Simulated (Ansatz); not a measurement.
**AlH (SMILES [AlH]): levels of theory compared**

We compute a comparison of 6 runs (HF/cc-pVTZ, B3LYP/3-21G, r2SCAN/cc-pVTZ, RPA@PBE/cc-pVTZ, CCSDT(Q)/cc-pVTZ, UCCSD(T)/cc-pVTZ) of AlH. 

Program for the calculation: Ansatz 0.2.0.

45 further runs of the same task are left out: 45 set aside as unsound or not needed.

## (1) The structure to begin with

The species is AlH (2 atoms), meant as a singlet with charge 0. SMILES: `[AlH]`. The H2–Al1 distance was set to 4.162 Å, away from the relaxed value.

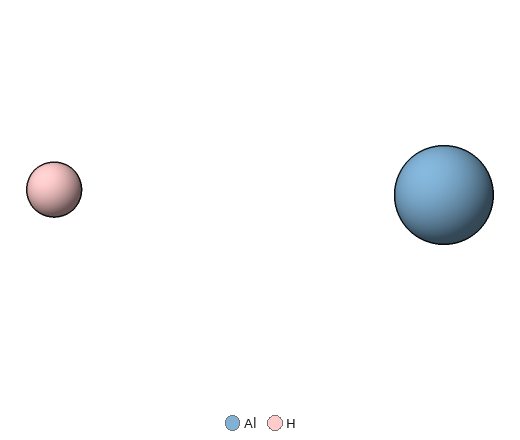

Viewed from a chosen angle; aluminium light blue, hydrogen pink.

## (2) The energy at HF/cc-pVTZ (run 1)

Input file job.yaml:

```yaml
crystal:
  periodic: [false, false, false]
  atoms:
    - symbol: Al
      position_ang: [-0.000000, 0.000000, -2.522790]
    - symbol: H
      position_ang: [0.000000, -0.000000, 1.639110]
basis:
  gaussian:
    orbitals: cc-pVTZ
magnetization:
  spin_polarized: false
hamiltonian:
  xc: hf
accuracy: high
```

On the command line:

```
$ ansatz run job.yaml --threads 1 --pin off --max-ram 3480MiB --events-out events.jsonl --progress --plain --runs-dir runs
```

What it wrote:

```text
Warning: RAYON_NUM_THREADS=1 ignored (pool sized by the plan → 1); use --threads N
Functional definition: HF
  name "HF"
  exchange = exact_x
  correlation = 0
525 factors; integrals over basis functions are off by at most 3.1e-9 eV
mean field evaluation 1: about -6591.9868 eV, gradient 1.0e1 eV
mean field evaluation 2: about -6591.9870 eV, gradient 1.0e1 eV
mean field evaluation 4: about -6593.4738 eV, gradient 1.2e0 eV
mean field evaluation 8: about -6593.4886 eV, gradient 3.5e-5 eV
mean field evaluation 16: about -6593.4886 eV, gradient 1.2e-8 eV
mean field -6593.48862014 eV, -242.3062375631 hartree, gradient 1.2e-8 eV, S^2 0.000000; 0 other end points of the search recorded, 0 dependent functions left out
reference -6593.48862014 eV, -242.3062375631 hartree; 7, 7 occupied and 41, 41 virtual orbitals, 525 factors
Total energy: -6593.48862014 eV, -242.3062375631 hartree
```

It took 0.2 s on 1 thread of Arm Neoverse V2, shared host.

## (3) A single-point energy at B3LYP/3-21G (run 2)

Input file input.yaml:

```yaml
crystal:
  periodic: [false, false, false]
  atoms:
    - {symbol: Al, position_ang: [-0.000000, 0.000000, -2.522790]}
    - {symbol: H, position_ang: [0.000000, -0.000000, 1.639110]}
basis:
  gaussian: {orbitals: 3-21G.json}
hamiltonian: {xc: {name: B3LYP}}
accuracy: high
```

The basis set 3-21G is read from a file made from the Basis Set Exchange's data (not shown).

On the command line:

```
$ ansatz run input.yaml --threads 1 --pin off --max-ram 3480MiB --events-out events.jsonl --progress --plain --runs-dir runs
```

What it wrote:

```text
Warning: RAYON_NUM_THREADS=1 ignored (pool sized by the plan → 1); use --threads N
Functional definition: B3LYP
  name "B3LYP"
  parameter a0 = 0.2
  parameter ax = 0.72
  parameter ac = 0.81
  exchange = (1 - a0 - ax)*slater_x + ax*b88_x + a0*exact_x
  correlation = (1 - ac)*vwn_rpa_c + ac*lyp_c
269 factors; integrals over basis functions are off by at most 3.8e-9 eV
mean field evaluation 1: about -6568.1200 eV, gradient 1.6e1 eV
mean field evaluation 2: about -6558.8574 eV, gradient 1.7e1 eV
mean field evaluation 4: about -6571.0940 eV, gradient 8.8e0 eV
mean field evaluation 8: about -6572.0844 eV, gradient 4.2e-1 eV
mean field evaluation 16: about -6572.0857 eV, gradient 4.0e-5 eV
mean field -6572.08572702 eV, -241.5196957483 hartree, gradient 3.5e-8 eV, S^2 0.000000; 1 other end points of the search recorded, 0 dependent functions left out
reference -6572.08575606 eV, -241.5196968153 hartree; 7, 7 occupied and 8, 8 virtual orbitals, 269 factors
Total energy: -6572.08575606 eV, -241.5196968153 hartree
```

Wall time 0.42 s (1 thread of Arm Neoverse V2, shared host).

Runs 3 to 5 aren't shown in full; the table further down has their settings and results.

## (4) A single-point energy at UCCSD(T)/cc-pVTZ (run 6)

Changes to input.yaml since step 3:

```diff
@@ -6,4 +6,11 @@
 basis:
-  gaussian: {orbitals: 3-21G.json}
-hamiltonian: {xc: {name: B3LYP}}
+  gaussian:
+    orbitals: cc-pVTZ
+magnetization:
+  spin_polarized: true
+correlation:
+  method: ccsd_t
+  frozen_orbitals: {Al: 5, H: 0}
 accuracy: high
+scf:
+  omitted_lower_state_checks: [cluster_reference, increment]
```

On the command line:

```
$ ansatz run input.yaml --threads 1 --pin off --max-ram 3480MiB --events-out events.jsonl --progress --plain --runs-dir runs
```

What it wrote:

```text
Warning: RAYON_NUM_THREADS=1 ignored (pool sized by the plan → 1); use --threads N
[... 4 set-up lines as earlier in the session ...]
these checks for a lower state are left out or cut short: cluster_reference, increment
525 factors; integrals over basis functions are off by at most 3.1e-9 eV
mean field evaluation 1: about -6591.9868 eV, gradient 7.4e0 eV
mean field evaluation 2: about -6591.9870 eV, gradient 7.4e0 eV
mean field evaluation 4: about -6593.4739 eV, gradient 8.3e-1 eV
mean field evaluation 8: about -6593.4886 eV, gradient 3.0e-3 eV
mean field evaluation 16: about -6593.8175 eV, gradient 2.1e0 eV
mean field evaluation 32: about -6595.4838 eV, gradient 4.7e-2 eV
mean field evaluation 64: about -6595.4838 eV, gradient 1.2e-8 eV
mean field evaluation 96: about -6595.4811 eV, gradient 1.2e-1 eV
mean field evaluation 128: about -6595.4609 eV, gradient 4.4e-1 eV
mean field evaluation 160: about -6595.4838 eV, gradient 6.4e-9 eV
mean field -6595.48378808 eV, -242.3795586326 hartree, gradient 6.4e-9 eV, S^2 0.998409; 13 other end points of the search recorded, 0 dependent functions left out
5 core orbitals not correlated: weight in the atoms' cores, before any rotation towards them, 1.000 or more for the frozen orbitals, at most 0.000 for the correlated occupied ones
reference -6595.48378808 eV, -242.3795586326 hartree; 2, 2 occupied and 41, 41 virtual orbitals, 525 factors
second order -0.98879083 eV of doubles, -0.00000000 eV of singles
cycle   1  -1.24045616 eV  change   -2.5e-1 eV  update   6.1e-2
cycle   2  -1.39557208 eV  change   -1.6e-1 eV  update   2.9e-2
cycle   3  -1.40606948 eV  change   -1.0e-2 eV  update   8.0e-3
cycle   4  -1.41008939 eV  change   -4.0e-3 eV  update   4.0e-3
cycle   5  -1.41080084 eV  change   -7.1e-4 eV  update   3.1e-3
cycle   6  -1.41079336 eV  change    7.5e-6 eV  update   2.5e-3
cycle   7  -1.41222156 eV  change   -1.4e-3 eV  update   1.9e-3
cycle   8  -1.41274022 eV  change   -5.2e-4 eV  update   1.7e-3
cycle   9  -1.41358047 eV  change   -8.4e-4 eV  update   1.4e-3
cycle  10  -1.41533026 eV  change   -1.7e-3 eV  update   6.8e-4
cycle  11  -1.41559608 eV  change   -2.7e-4 eV  update   3.4e-4
cycle  12  -1.41552729 eV  change    6.9e-5 eV  update   2.1e-4
cycle  13  -1.41548092 eV  change    4.6e-5 eV  update   9.2e-5
cycle  14  -1.41551952 eV  change   -3.9e-5 eV  update   5.1e-5
cycle  15  -1.41552443 eV  change   -4.9e-6 eV  update   2.0e-5
cycle  16  -1.41552299 eV  change    1.4e-6 eV  update   1.1e-5
cycle  17  -1.41551967 eV  change    3.3e-6 eV  update   5.6e-6
cycle  18  -1.41551943 eV  change    2.3e-7 eV  update   2.9e-6
cycle  19  -1.41552040 eV  change   -9.7e-7 eV  update   1.3e-6
cycle  20  -1.41552130 eV  change   -9.0e-7 eV  update   7.9e-7
cycle  21  -1.41552133 eV  change   -2.6e-8 eV  update   5.8e-7
cycle  22  -1.41552116 eV  change    1.7e-7 eV  update   4.8e-7
cycle  23  -1.41552093 eV  change    2.3e-7 eV  update   4.2e-7
cycle  24  -1.41552049 eV  change    4.4e-7 eV  update   3.7e-7
cycle  25  -1.41552028 eV  change    2.0e-7 eV  update   2.4e-7
cycle  26  -1.41552023 eV  change    5.9e-8 eV  update   1.3e-7
cycle  27  -1.41552027 eV  change   -4.0e-8 eV  update   7.3e-8
cycle  28  -1.41552023 eV  change    3.7e-8 eV  update   4.7e-8
cycle  29  -1.41552021 eV  change    1.4e-8 eV  update   3.2e-8
cycle  30  -1.41552021 eV  change    6.6e-9 eV  update   2.2e-8
cycle  31  -1.41552008 eV  change    1.2e-7 eV  update   6.0e-8
cycle  32  -1.41552000 eV  change    8.6e-8 eV  update   2.7e-8
cycle  33  -1.41551999 eV  change    1.2e-8 eV  update   7.4e-9
cycle  34  -1.41551998 eV  change    2.5e-9 eV  update   3.0e-9
cycle  35  -1.41551998 eV  change  -5.0e-10 eV  update   1.7e-9
cycle  36  -1.41551998 eV  change  -1.9e-10 eV  update  9.0e-10
cycle  37  -1.41551998 eV  change  -1.2e-10 eV  update  4.8e-10
perturbative correction -0.03486219 eV, -0.0012811620 hartree
Total energy: -6596.93417026 eV, -242.4328591945 hartree
Checks for a lower state left out: cluster_reference, increment
```

Run time: 1.6 s. Hardware: 1 thread of Arm Neoverse V2, shared host; peak memory 0.14 GiB.

## (5) The series

```csv
run,level,frozen core orbitals,energy (Eh),wall time
1,HF/cc-pVTZ,–,-242.306238,0.2 s
2,B3LYP/3-21G,–,-241.519697,0.42 s
3,r2SCAN/cc-pVTZ,–,-242.817909,1.7 s
4,RPA@PBE/cc-pVTZ,5,-242.491613,1.5 s
5,CCSDT(Q)/cc-pVTZ,5,-242.436022,2.2 s
6,UCCSD(T)/cc-pVTZ,5,-242.432859,1.6 s
```

## (6) Results

```
                                          quantity          value
                               run 6: total energy  -242.43286 Eh
run 6: correlation energy (5 core orbitals frozen)      -53.3 mEh
                             run 6: (T) correction      -1.28 mEh
          run 6: ⟨S²⟩ of the reference determinant          0.998
                              run 6: T1 diagnostic          0.025
```

In words: Below the HF energy at the same shape and in the same basis (cc-pVTZ): CCSDT(Q) -129.8 mEh; UCCSD(T) -126.6 mEh. Some of these start from another determinant than that one, so these aren't their correlation energies. Totals of different functionals can't be ranked against each other. In runs 4, 5 the log says that unrestricted orbitals would lower the reference, so the values rest on an unstable closed-shell determinant (other closed-shell runs at this shape may share the fault). Spin contamination of the reference: run 6 ⟨S²⟩ = 1.00. Where it is this large, the reference is a mixture of spin states, and values that rest on it are in doubt. All runs together took 7.5 s, the longest 2.2 s.
